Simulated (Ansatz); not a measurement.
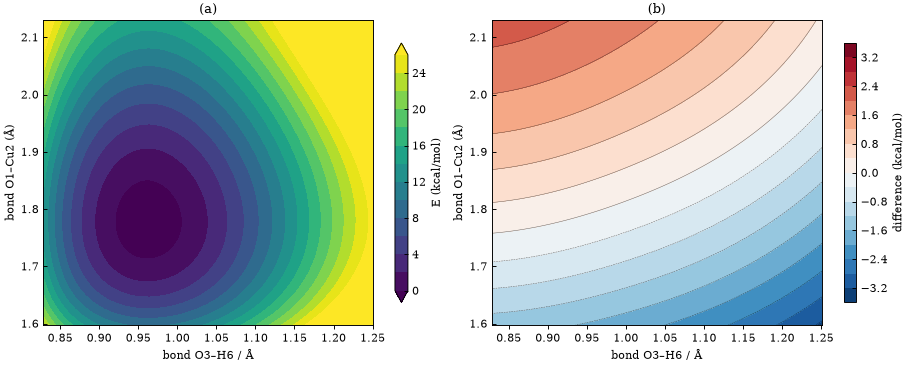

CuH3O2, SMILES [OH][Cu-][OH2+]. Two internal coordinates are moved rigidly from the geometry relaxed at PBE0-D4/def2-TZVP, all others fixed. The first coordinate is: bond O3–H6; the second: bond O1–Cu2. The scan uses a 5 × 5 grid. Energies: kcal/mol, counted from each map's own lowest point. All numbers below come from RHF-CCSD(T), frozen core/def2-TZVPP (Ansatz 0.2.0).

Panel (a): RHF-CCSD(T), frozen core/def2-TZVPP in Ansatz. Panel (b): the map at Ansatz, RKS r2SCAN-D4/def2-TZVPP less the map of (a), each from its own lowest point.

How does the change of method alter the landscape?

Answer. The difference runs from −3.3 kcal/mol at bond O3–H6 = 1.251 Å, bond O1–Cu2 = 1.597 Å to 2.2 kcal/mol at bond O3–H6 = 0.828 Å, bond O1–Cu2 = 2.130 Å. The interpolated minimum moves from 0.9600 to 0.9625 Å in bond O3–H6 and 1.7759 to 1.7605 Å in bond O1–Cu2.
